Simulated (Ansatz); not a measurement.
# Σ5 (210) boundary in fcc Cu: structure and resistance, part 2 of 3

Wanted: what the Σ5 (210) boundary in fcc Cu costs an interconnect.

Ansatz 0.2.0; Ansatz plane-wave DFT, PBEsol, PAW files; relaxation of a bicrystal slab with its lowest layers held; PAW set soft_1 (the session's first sound run).

So far: Starting point; Relaxing the bicrystal.

## Step 2: Relaxing the bicrystal (continued)

The steps of the relaxation:

```csv
step,energy less that of the first step (eV),largest force component (eV/Å)
1,0.0000,0.9281
2,-0.2158,0.6271
3,-0.3918,0.1992
4,-0.5800,0.1509
5,-0.7116,0.0666
6,-0.7932,0.2034
7,-0.8285,0.1250
8,-0.8326,0.1304
9,-0.8423,0.0075
10,-0.8424,0.0075
11,-0.8432,0.0151
```

Forces are held to the 2 operations that the run works with; a distortion that breaks them can't arise in this run.

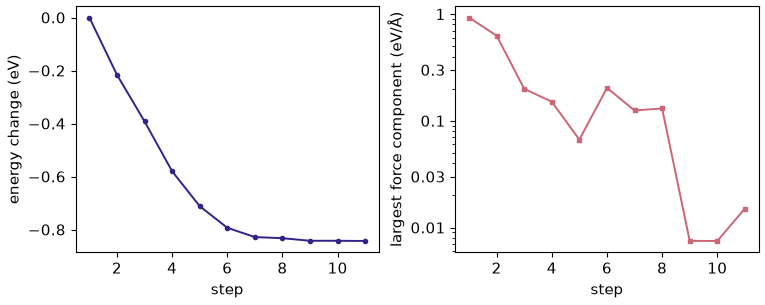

Energy and largest force along the relaxation.

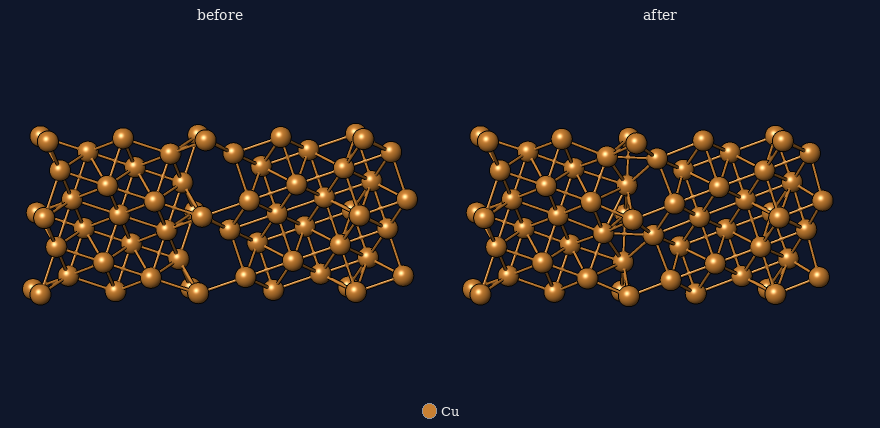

Before and after, at one scale.

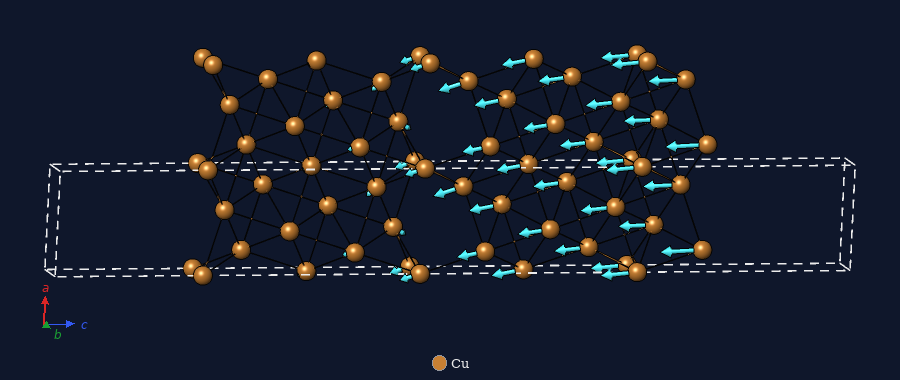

Displacements in the relaxation, scaled; the longest in the cell stands for 1.25 Å. 2×1×1 cells are drawn. Some periodic images of atoms are drawn too.

The atoms that moved most (Å):

```csv
atom,dx,dy,dz,length
Cu23,-0.056,0.025,-1.245,1.246
Cu22,-0.043,0.019,-1.088,1.089
Cu20,-0.089,0.040,-1.046,1.050
Cu21,-0.035,0.016,-1.006,1.007
Cu19,-0.095,0.043,-1.000,1.006
Cu18,-0.100,0.045,-0.970,0.976
Cu17,-0.115,0.052,-0.954,0.962
Cu14,-0.164,0.073,-0.917,0.934
```

Final coordinates:

```cif
data_structure
_symmetry_space_group_name_H-M 'P 1'
_symmetry_Int_Tables_number 1
_cell_length_a 4.4274
_cell_length_b 3.6150
_cell_length_c 29.5916
_cell_angle_alpha 90.000
_cell_angle_beta 90.000
_cell_angle_gamma 65.905
_cell_volume 432.34
loop_
_atom_site_label
_atom_site_type_symbol
_atom_site_fract_x
_atom_site_fract_y
_atom_site_fract_z
_atom_site_occupancy
Cu1 Cu 0.00000 0.00000 0.16897 1
Cu2 Cu 0.60000 0.70000 0.19628 1
Cu3 Cu 0.20000 0.40000 0.22360 1
Cu4 Cu 0.80000 0.10000 0.25092 1
Cu5 Cu 0.39876 0.80062 0.27624 1
Cu6 Cu 0.99183 0.50409 0.30327 1
Cu7 Cu 0.58625 0.20687 0.33076 1
Cu8 Cu 0.19243 0.90378 0.35421 1
Cu9 Cu 0.76435 0.61782 0.38183 1
Cu10 Cu 0.36498 0.31751 0.42241 1
Cu11 Cu 0.96327 0.01836 0.42610 1
Cu12 Cu 0.73396 0.63302 0.46850 1
Cu13 Cu 0.16219 0.91891 0.49849 1
Cu14 Cu 0.55554 0.22223 0.52042 1
Cu15 Cu 0.95764 0.52118 0.54832 1
Cu16 Cu 0.36702 0.81649 0.57552 1
Cu17 Cu 0.76877 0.11561 0.60111 1
Cu18 Cu 0.17293 0.41353 0.62789 1
Cu19 Cu 0.57415 0.71292 0.65418 1
Cu20 Cu 0.97588 0.01206 0.67996 1
Cu21 Cu 0.39046 0.30477 0.70860 1
Cu22 Cu 0.78834 0.60583 0.73315 1
Cu23 Cu 0.18494 0.90753 0.75517 1
```

This step gave:

```
free energy             : -151537.2218 eV
energy at zero smearing : -151537.1085 eV
Fermi energy            : 8.557 eV
```

The largest force component on a free atom ends at 0.015 eV/Å, under the tolerance of 0.03, after 11 steps.

## Step 3: Transmission across the boundary

This step: Ansatz plane-wave DFT, PBEsol, PAW files; ballistic transport by layer matching (Landauer), zero bias; boundary relaxed in a short slab, bulk layers laid on; PAW set soft_1 (Ansatz 0.2.0).

System of this step: Σ5 (210) boundary in fcc Cu. The cell holds 53 atoms: 53 Cu. Its edges and angles: a = 4.427 Å, b = 3.615 Å, c = 49.888 Å, α = 90.0°, β = 90.0°, γ = 65.9°. It derives from Cu. Regions: lower grain, 22 atoms (22 Cu); boundary, 14 atoms (14 Cu); upper grain, 17 atoms (17 Cu). Vacuum lies along c.

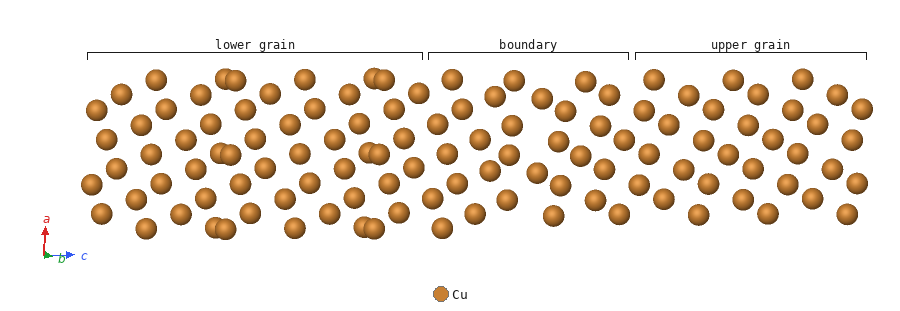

The cell of this step (copper orange). 2×1×1 cells are drawn. Some periodic images of atoms are drawn too.

input.yaml

```yaml
crystal:
  lattice:
    - [4.4274037203, 0.0, 0.0]
    - [1.4758012401, 3.2999918941, 0.0]
    - [0.0, 0.0, 49.8875785906]
  atoms:
    - { symbol: Cu, position: [-17.3999999996, 8.6999999998, 0.0801802796] }
    - { symbol: Cu, position: [-16.7999999996, 8.3999999998, 0.0963833035] }
    - { symbol: Cu, position: [-16.1999999996, 8.0999999998, 0.1125863275] }
    - { symbol: Cu, position: [-15.5999999996, 7.7999999998, 0.1287893514] }
    - { symbol: Cu, position: [-14.9999999996, 7.4999999998, 0.1449923753] }
    - { symbol: Cu, position: [-14.3999999997, 7.1999999998, 0.1611953992] }
    - { symbol: Cu, position: [-13.7999999997, 6.8999999998, 0.1773984232] }
    - { symbol: Cu, position: [-13.1999999997, 6.5999999998, 0.1936014471] }
    - { symbol: Cu, position: [-12.5999999997, 6.2999999998, 0.209804471] }
    - { symbol: Cu, position: [-11.9999999997, 5.9999999998, 0.226007495] }
    - { symbol: Cu, position: [-11.3999999997, 5.6999999998, 0.2422105189] }
    - { symbol: Cu, position: [-10.7999999997, 5.3999999998, 0.2584135428] }
    - { symbol: Cu, position: [-10.1999999998, 5.0999999999, 0.2746165667] }
    - { symbol: Cu, position: [-9.5999999998, 4.7999999999, 0.2908195907] }
    - { symbol: Cu, position: [-8.9999999998, 4.4999999999, 0.3070226146] }
    - { symbol: Cu, position: [-8.3999999998, 4.1999999999, 0.3232256385] }
    - { symbol: Cu, position: [-7.7999999998, 3.8999999999, 0.3394286624] }
    - { symbol: Cu, position: [-7.1999999998, 3.5999999999, 0.3556316864] }
    - { symbol: Cu, position: [-6.5999999998, 3.2999999999, 0.3718347103] }
    - { symbol: Cu, position: [-5.9999999999, 2.9999999999, 0.3880377342] }
    - { symbol: Cu, position: [-5.3999999999, 2.6999999999, 0.4042407582] }
    - { symbol: Cu, position: [-4.7999999999, 2.3999999999, 0.4204437821] }
    - { symbol: Cu, position: [0.8000000001, 0.0999999999, 0.436646806] }
    - { symbol: Cu, position: [0.3987585229, 0.8006207386, 0.4516692982] }
    - { symbol: Cu, position: [-0.0081719686, 0.5040859843, 0.4677009209] }
    - { symbol: Cu, position: [0.586254149, 0.2068729255, 0.4840052448] }
    - { symbol: Cu, position: [0.1924333352, 0.9037833324, 0.4979172554] }
    - { symbol: Cu, position: [0.7643514051, 0.6178242974, 0.5143018049] }
    - { symbol: Cu, position: [0.3649762825, 0.3175118587, 0.5383702407] }
    - { symbol: Cu, position: [-0.0367295154, 0.0183647577, 0.5405616216] }
    - { symbol: Cu, position: [0.7339576737, 0.6330211631, 0.5657101276] }
    - { symbol: Cu, position: [0.1621878775, 0.9189060613, 0.5834996111] }
    - { symbol: Cu, position: [0.5555422977, 0.2222288512, 0.5965073169] }
    - { symbol: Cu, position: [-0.0423576539, 0.5211788269, 0.613056604] }
    - { symbol: Cu, position: [0.3670248336, 0.8164875832, 0.6291881544] }
    - { symbol: Cu, position: [0.7687734827, 0.1156132586, 0.6443683136] }
    - { symbol: Cu, position: [-4.8312265173, 2.4156132586, 0.6605713376] }
    - { symbol: Cu, position: [-5.4312265172, 2.7156132586, 0.6767743615] }
    - { symbol: Cu, position: [-6.0312265172, 3.0156132586, 0.6929773854] }
    - { symbol: Cu, position: [-6.6312265172, 3.3156132586, 0.7091804093] }
    - { symbol: Cu, position: [-7.2312265172, 3.6156132586, 0.7253834333] }
    - { symbol: Cu, position: [-7.8312265172, 3.9156132586, 0.7415864572] }
    - { symbol: Cu, position: [-8.4312265172, 4.2156132586, 0.7577894811] }
    - { symbol: Cu, position: [-9.0312265172, 4.5156132586, 0.773992505] }
    - { symbol: Cu, position: [-9.6312265171, 4.8156132586, 0.790195529] }
    - { symbol: Cu, position: [-10.2312265171, 5.1156132585, 0.8063985529] }
    - { symbol: Cu, position: [-10.8312265171, 5.4156132585, 0.8226015768] }
    - { symbol: Cu, position: [-11.4312265171, 5.7156132585, 0.8388046008] }
    - { symbol: Cu, position: [-12.0312265171, 6.0156132585, 0.8550076247] }
    - { symbol: Cu, position: [-12.6312265171, 6.3156132585, 0.8712106486] }
    - { symbol: Cu, position: [-13.2312265171, 6.6156132585, 0.8874136725] }
    - { symbol: Cu, position: [-13.831226517, 6.9156132585, 0.9036166965] }
    - { symbol: Cu, position: [-14.431226517, 7.2156132585, 0.9198197204] }
kpoints:
  mp_grid: { grid: [8, 8, 1] }
hamiltonian:
  xc: pbesol
  pseudopotentials: { kind: paw, azcp: { folder: soft_1 }, xc_functional: pbe }
scf:
  occupations: { method: fermi_dirac, width: 0.1 }
output:
  transmission:
    leads: [[12, 13], [43, 44]]
    kmesh: [20, 20]
    e_range: [-0.27, 0.27]
    de: 0.036
  write_potential: true
  write_density: true
  volumetric_format: npy
  elf: true
```

Launch:

```sh
$ ansatz run input.yaml --threads 4 --pin off --max-ram 15360MiB --backend cpu --events-out ev --progress --plain --runs-dir out
```

Numbers of over 12 decimals in the logs are rounded to 6 here.

Log:

```text
[...]
Crystal: 53 atoms, lattice volume = 728.877 Å³
Basis set: ecut = 420 eV, 14269 PW (Γ)
Bands: 605, of which v1, the nominal top of the filled ones, is band 504 counted from 1 (503 counted from 0)
Symmetry: 2 space group operations
[...]
k-points: 21 of 64 (time reversal used)
[...]
SCF iter   1: F=—  HF=-349256.413831 eV  |F-HF|=—  |Δ(HF+E_count)|=         —  Δρ=2.68e-1  dr2=3.12e2  ethr=3.10e-3  ⟨swp⟩=5.0  Hψ=41513  notcnv=0  defer=1194
[...]
SCF iter  14: F=-349200.319607 eV  HF=-349200.319607 eV  |F-HF|=3.50e-8  |Δ(HF+E_count)|=   2.68e-9  Δρ=3.41e-6  dr2=8.34e-8  ethr=9.93e-12  ⟨swp⟩=9.5  Hψ=63831  notcnv=0
SCF 1 converged in 14 iterations: F = -349200.319607 eV  dr2 = 8.34e-8
[...]
transmission: 413 of 4107 steps passed
transmission: 823 of 4107 steps passed
[...]
transmission: 4107 of 4107 steps passed
WARN: The input density's exchange-correlation potential varies sharply where the density is thin. Do not read a vacuum level from v_tot or v_xc, or from such a field of the output density. On a cell that repeats whose density bears no net charge and no dipole along the vacuum's axis use v_es (v_loc + v_h of the components); under efield.dipole_correction with no amplitude use v_es + v_field, which holds any external [...]
SCF converged after 14 iterations
the last check of whether an eigenvalue changes by more than its tolerance under the output density was not made (no_room)
Free energy (F): -349200.319607 eV
[...]
Internal energy: -349199.770118 eV  (E = F + TS)
E sigma→0 (E₀):  -349200.044862 eV
Entropy (-TS):   -0.549488 eV (-10.368 meV/atom)
Fermi energy:    13.284310 eV
[...]
--- Band table (eV; the first three rows and the last of 21) ---
  k-point 0: bands = [... 500 lower, 14.8170, 14.9034, 14.9635, 15.0133, 15.1358, 15.1903, 15.2930, 15.3579, ... 97 higher]
  k-point 1: bands = [... 500 lower, 14.5666, 14.6251, 14.6913, 14.8066, 14.9163, 15.0822, 15.1130, 15.2932, ... 97 higher]
  k-point 2: bands = [... 500 lower, 14.1438, 14.1731, 14.2463, 14.2647, 14.2980, 14.3843, 14.4131, 14.5477, ... 97 higher]
  k-point 20: bands = [... 500 lower, 12.1518, 12.3056, 12.3283, 12.5310, 12.6031, 12.8511, 12.9494, 13.2195, ... 97 higher]
--- Transmission ---
  basis      : 131 plane waves across, 37 finite elements along
  points     : 111, standing for a mesh of 20 x 20
  filling    : by the input's occupations and mesh, since the crystals that have channels conduct as metals do. If one of these is a semiconductor, that mesh has misplaced its level
  energies   : 16 from -0.270000 to 0.270000 eV about the Fermi level, 0.036000 eV apart; the leads are filled to 0.000000 eV, and channels, transmission and decay are at 0.018000 eV
  crystal 0  : Cu3, at the sites [12, 13], period 2.4250 Å, over 18.59 Å; its Hamiltonian steps by up to 6.8 meV
    offset         : up to 0.0000 Å between an atom of the period and one for which it stands
    filled         : 0.7 meV over the level at which it is neutral
    channels       : 2.137500e0 a spin
    conductance    : 1.1304e15 S/m² at 300 K; may be off by some 0.0 % by where its bands' edges are placed, 3.1 % from the k-mesh, 0.0 % from the distance to neutral
[...]
filled         : 0.2 meV over the level at which it is neutral
    channels       : 2.137500e0 a spin
[...]
junction   : crystal 0 to crystal 1, 13.00 to 36.89 Å
    transmission   : 1.869626e0 a spin
    conductance    : 9.8815e14 S/m² at 300 K (1.0021e15 on every other point, 9.8682e14 on every other energy)
    error estimate : 0.1 % from the energy spacing and 0.3 % from band edges of the leads and from resonances (wavevectors taken as independent; lower de), 3.6 % from the k-mesh, 0.7 % from the steps of its leads' Hamiltonians or their offsets (lay more layers), 0.0 % from the distance to neutral
    resistance     : 1.2769e-4 Ω µm² beyond half of each lead's own
```

The job ended after 42 min (4 threads of Arm Neoverse V1, shared host; peak memory 10 GiB; 2.6 h of CPU time).

This step gave:

```
free energy                                                                : -349200.3196 eV
energy at zero smearing                                                    : -349200.0449 eV
Fermi energy                                                               : 13.28 eV
cell area                                                                  : 14.61 Å²
step of the lead's potential                                               : 6.8 meV
ballistic conductance of the lead                                          : 1.13e15 S/m²
estimated errors of the lead's conductance                                 : 0, 3.1, 0 % (band edges, k-mesh, distance from neutral)
lead conductance per cell                                                  : 2.132 G₀
step of the upper lead's potential                                         : 7 meV
ballistic conductance of the upper lead                                    : 1.13e15 S/m²
conductance of the junction                                                : 9.88e14 S/m²
junction conductance per cell                                              : 1.863 G₀
estimated errors of the junction's conductance                             : 0.1, 0.3, 3.6, 0.7, 0 % (energy step, band edges, k-mesh, leads' steps, distance from neutral)
area resistance that the stack adds (contact term taken off, spin by spin) : 0.1277 fΩ m²
```

Per spin. Transmission, zone mean against energy, zero at the Fermi level:

```csv
energy (eV),"transmission, zone mean"
-0.270,1.85
-0.234,1.86
-0.198,1.87
-0.162,1.87
-0.126,1.89
-0.090,1.88
-0.054,1.86
-0.018,1.88
0.018,1.87
0.054,1.86
0.090,1.86
0.126,1.88
0.162,1.88
0.198,1.87
0.234,1.88
0.270,1.87
```

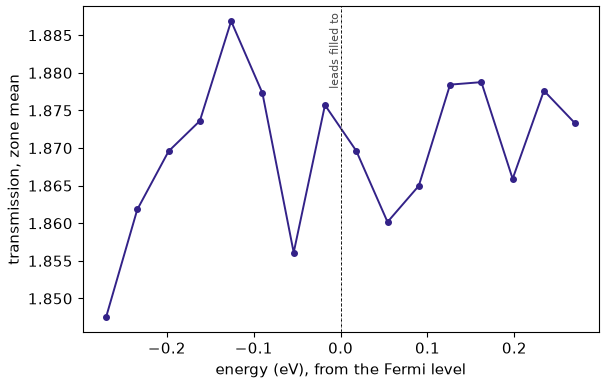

Transmission, zone mean, plotted against energy.

Per spin. Table of open channels, zone mean, lead = upper lead by energy, zero at the Fermi level:

```csv
energy (eV),"open channels, zone mean, lead = upper lead"
-0.270,2.06
-0.234,2.09
-0.198,2.11
-0.162,2.12
-0.126,2.14
-0.090,2.14
-0.054,2.12
-0.018,2.14
0.018,2.14
0.054,2.14
0.090,2.14
0.126,2.16
0.162,2.16
0.198,2.15
0.234,2.17
0.270,2.17
```

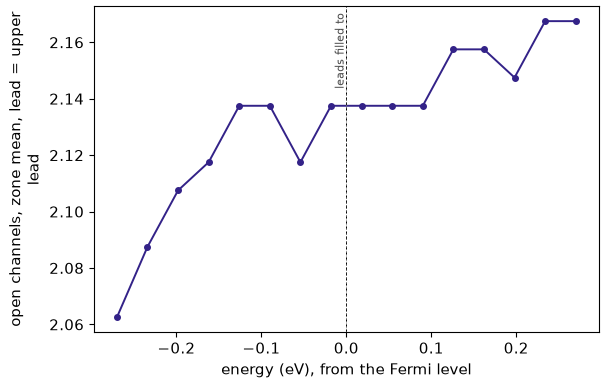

Open channels, zone mean, lead = upper lead, plotted against energy.

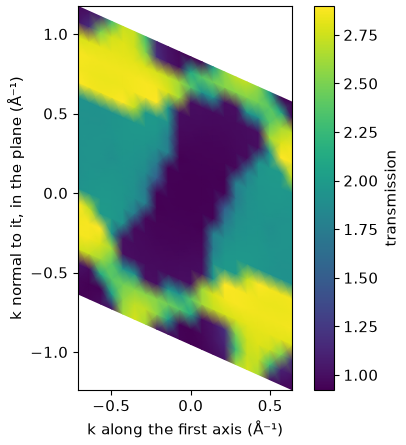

Transmission over k1 and k2. At -0.0180 eV from the Fermi level (the log's summary may quote the solved energy on the other side of it).

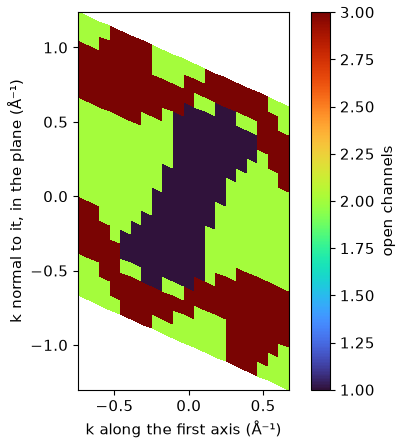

Open channels over k1 and k2. At -0.0180 eV from the Fermi level (the log's summary may quote the solved energy on the other side of it).

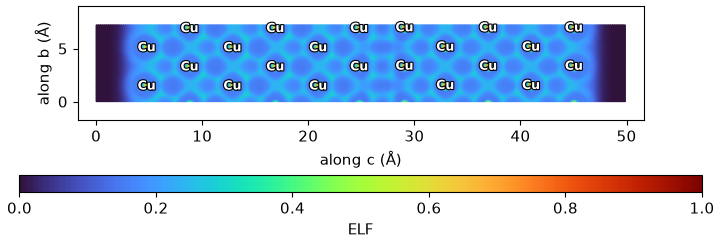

ELF in the cb plane at fractional x = 0.162, with atoms of Cu within 0.2 Å of it. It is the smooth field of the valence electrons, not physical close to the nuclei.

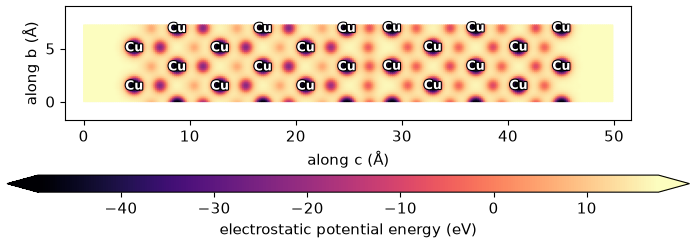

Electrostatic potential energy in the cb plane at fractional x = 0.162, with atoms of Cu within 0.2 Å of it. With pseudopotentials it is smooth inside the atoms' cores, unlike the true potential.

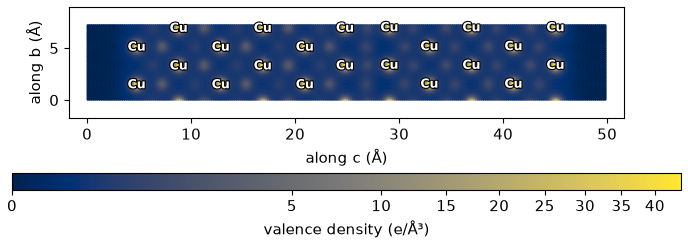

Valence density in the cb plane at fractional x = 0.162, with atoms of Cu within 0.2 Å of it. It is the smooth field of the valence electrons, not physical close to the nuclei. The colour scale is stretched toward low values.

The larger of the two leads' potential steps is 7 meV from period to period, small in itself. The program estimates the junction's conductance to 3.6 % from the k-mesh, 0 % from the leads' distance from neutral and 0.7 % from their steps.

By hand: 1/G − 1/G_lead = 1/0.9881 − 1/1.130 = 0.127 fΩ m² with G in 10¹⁵ S/m².

## Step 4: Specific resistance

This step: Ansatz plane-wave DFT, PBEsol, PAW files; ballistic transport by layer matching (Landauer), zero bias; specific resistance of the boundary; PAW set soft_1 (Ansatz 0.2.0).

Numbers from this step:

| Property | Result |
| --- | --- |
| area resistance | 0.1263 fΩ m² |
| T over the leads' mean channel count | 0.8750 |

Averaged over the energies near the Fermi level, 87.5 % of the channels pass, which makes 0.126 fΩ m².

By hand, with T and the leads' channels N averaged over the energies near the Fermi level: RA = A (h/2e²)(1/T − ½[1/N₁ + 1/N₂]) = 14.61×10⁻²⁰ m² × 12 906 Ω × (1/1.867 − ½[1/2.134 + 1/2.134]) = 0.126 fΩ m².

[end of part 2 of 3]

[Logs are printed without paths, hosts, clocks, repeated set-up lines and the standing remarks that a program may print on its own settings, such as how far it seeks lower states.]

[Hosts, paths, dates, database ids (printed as entryN), source tags and the programs' standing remarks are cut or masked in the printed files.]
